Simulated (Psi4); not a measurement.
# OH− (hydroxide): PBE0/aug-cc-pVQZ (sweep point 3)

What is the vertical ionisation energy of OH− (hydroxide) at PBE0/aug-cc-pVQZ (sweep point 3)? 

The results are computed with Psi4 1.11.

## (1) The molecule

The species is OH− (2 atoms), meant as a singlet with charge -1. As SMILES, `[OH-]`. The shape is that of a PBE0-D4/def2-TZVPD optimisation.

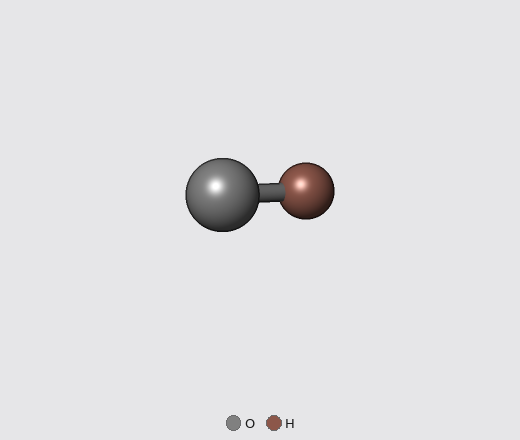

The structure, seen from a chosen angle (oxygen grey, hydrogen brown).

## (2) A single-point energy at PBE0/aug-cc-pVQZ (sweep point 3)

File ho.in:

```
memory 1600 mb

molecule {
  -1 1
  O      0.411800    -0.131800     0.212500
  H     -0.411800     0.131800    -0.212500
  symmetry c1
}

set {
  basis aug-cc-pVQZ
  puream true
  scf_type pk
  dft_radial_points 99
  dft_spherical_points 590
}

result = energy("pbe0")
print_variables()
```

Run with:

```sh
$ psi4 -n 1 ho.in ho.out
```

ho.out, shortened:

```text
[...]
  Running in c1 symmetry.
[...]
  Nuclear repulsion =    4.393567039872164
[...]
  Multiplicity = 1
[...]
  Nalpha       = 5
  Nbeta        = 5
[...]
    Number of basis functions: 126
[...]
   @RKS iter   1:   -75.40619128099266   -1.65372e-01   7.29369e-03 DIIS/ADIIS
[...]
   @RKS iter   9:   -75.75002315031682   -3.77039e-08   1.93270e-07 DIIS
[...]
    Orbital Energies [Eh]
    ---------------------
    Doubly Occupied:
       1A    -18.846839     2A     -0.621032     3A     -0.109172
       4A      0.029274     5A      0.029274
[...]
  @RKS Final Energy:   -75.75002315031682
   => Energetics <=
    Nuclear Repulsion Energy =              4.3935670398721642
    One-Electron Energy =                -116.3563246614651376
    Two-Electron Energy =                  43.0754560069233960
    DFT Exchange-Correlation Energy =      -6.8627215356472560
    Empirical Dispersion Energy =           0.0000000000000000
    VV10 Nonlocal Energy =                  0.0000000000000000
    Total Energy =                        -75.7500231503168351
[...]
 Multipole Moments:
 ------------------------------------------------------------------------------------
     Multipole            Electronic (a.u.)      Nuclear  (a.u.)        Total (a.u.)
 ------------------------------------------------------------------------------------
 L = 1.  Multiply by 2.5417464519 to convert [e a0] to [Debye]
 Dipole X            :         -0.0000000           -0.0000000           -0.0000000
 Dipole Y            :         -0.0000000           -0.0000000           -0.0000000
 Dipole Z            :          0.4053452           -0.8494811           -0.4441360
 Magnitude           :                                                    0.4441360
[...]
```

It took 9.6 s on 1 thread of Intel Xeon Platinum 8488C (Sapphire Rapids), shared host; peak memory 0.82 GiB.

## (3) Doublet neutral OH at the same level

File input.dat:

```
memory 1600 MB

molecule mol {
  0 2
  O      0.411800    -0.131800     0.212500
  H     -0.411800     0.131800    -0.212500
  symmetry c1
}

set reference uks
set puream true
set scf_type pk
set dft_radial_points 99
set dft_spherical_points 590
set maxiter 150

e, wfn = energy("pbe0/aug-cc-pVQZ", return_wfn=True)
```

Run with:

```sh
$ psi4 input.dat output.dat -n 1
```

output.dat, shortened:

```text
[...]
  Running in c1 symmetry.
[...]
  Nuclear repulsion =    4.393567039872164
[...]
  Multiplicity = 2
[...]
  Nalpha       = 5
  Nbeta        = 4
[...]
    Number of basis functions: 126
[...]
   @UKS iter   1:   -75.64418689905177   -4.03368e-01   2.87076e-03 DIIS/ADIIS
[...]
   @UKS iter   7:   -75.69097304365897   -1.94845e-08   2.53607e-07 DIIS
[...]
   @S^2 Observed:                7.529151303E-01
[...]
    Orbital Energies [Eh]
    ---------------------
    Alpha Occupied:
       1A    -19.281283     2A     -1.056927     3A     -0.501175
       4A     -0.445637     5A     -0.366741
    Alpha Virtual:
       6A     -0.008603     7A      0.072010     8A      0.086767
       9A      0.093612    10A      0.107627    11A      0.166794
      12A      0.169282    13A      0.172474    14A      0.266409
      15A      0.372821    16A      0.373328    17A      0.408048
      18A      0.456231    19A      0.465187    20A      0.517657
      21A      0.535461    22A      0.557483    23A      0.599768
      24A      0.600143    25A      0.606273    26A      0.630648
[...]
  @UKS Final Energy:   -75.69097304365897
   => Energetics <=
    Nuclear Repulsion Energy =              4.3935670398721642
    One-Electron Energy =                -112.7036767793746321
    Two-Electron Energy =                  39.2972234129578410
    DFT Exchange-Correlation Energy =      -6.6780867171143337
    Empirical Dispersion Energy =           0.0000000000000000
    VV10 Nonlocal Energy =                  0.0000000000000000
    Total Energy =                        -75.6909730436589570
[...]
 Multipole Moments:
 ------------------------------------------------------------------------------------
     Multipole            Electronic (a.u.)      Nuclear  (a.u.)        Total (a.u.)
 ------------------------------------------------------------------------------------
 L = 1.  Multiply by 2.5417464519 to convert [e a0] to [Debye]
 Dipole X            :          0.0000000           -0.0000000            0.0000000
 Dipole Y            :          0.0000000           -0.0000000            0.0000000
 Dipole Z            :          0.2025138           -0.8494811           -0.6469674
 Magnitude           :                                                    0.6469674
[...]
```

Run time: 11 s. Hardware: 1 thread of Intel Xeon Platinum 8488C (Sapphire Rapids), shared host; peak memory 0.82 GiB.

## (4) What came out

Level: PBE0/aug-cc-pVQZ (sweep point 3).

```
                                                          quantity         value
                                         singlet OH−: total energy  -75.75002 Eh
                                          singlet OH−: HOMO energy       0.80 eV
                                          singlet OH−: LUMO energy       3.88 eV
singlet OH−: HOMO–LUMO gap (to an unbound level, set by the basis)       3.09 eV
                                  doublet neutral OH: total energy  -75.69097 Eh
                                 doublet neutral OH: dipole moment        1.64 D
            doublet neutral OH: HOMO energy (highest over α and β)      -9.25 eV
             doublet neutral OH: LUMO energy (lowest over α and β)      -4.31 eV
                                          doublet neutral OH: ⟨S²⟩         0.753
               vertical detachment energy (to the doublet neutral)      1.607 eV
```

In words: The vertical ionisation energy comes to 1.61 eV (37 kcal/mol). −ε(HOMO) before ionisation, -0.80 eV, is 2.40 eV below this ionisation energy. The HOMO (singlet OH−) lies at positive energy, 0.80 eV; only total energies tell whether the electron is bound.
